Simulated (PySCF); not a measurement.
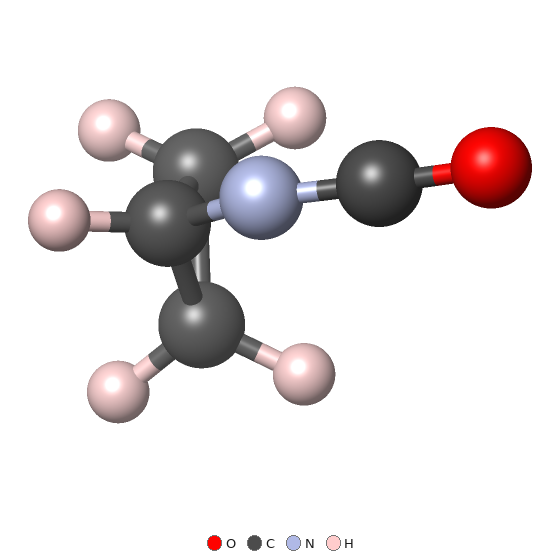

The molecule: C₄H₅NO, SMILES O=C=NC1CC1.

Simulated rotational absorption lines between 26 and 40 GHz at 2 K: rigid rotor with the equilibrium constants and dipole of one optimised conformer (PBE0-D3(BJ)/def2-SVP, PySCF 2.14.0), commonest isotopes; no centrifugal distortion, hyperfine structure, internal rotation or nuclear-spin weights; lines within 1 MHz of each other are summed.

Question: What are the rotational constants, and what kind of rotor is it?

Answer: Rotational constants A, B, C = 11.42, 2.015, 1.982 GHz; Ray's κ = −0.99, a near-prolate asymmetric top.

Question: Which dipole components drive the lines?

Answer:
|μa|, |μb|, |μc| = 3.01, 0.12, 0.02 D; a-type lines carry 100 % of the intensity in this range.

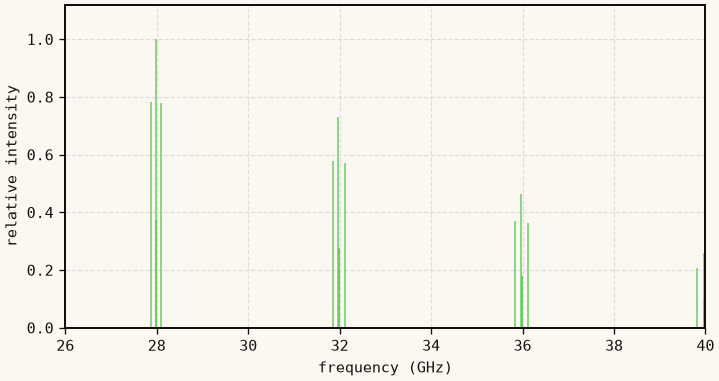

Caveats: coarse grid, loose stop and no frequency check, small forces are noise and the end may be a saddle.
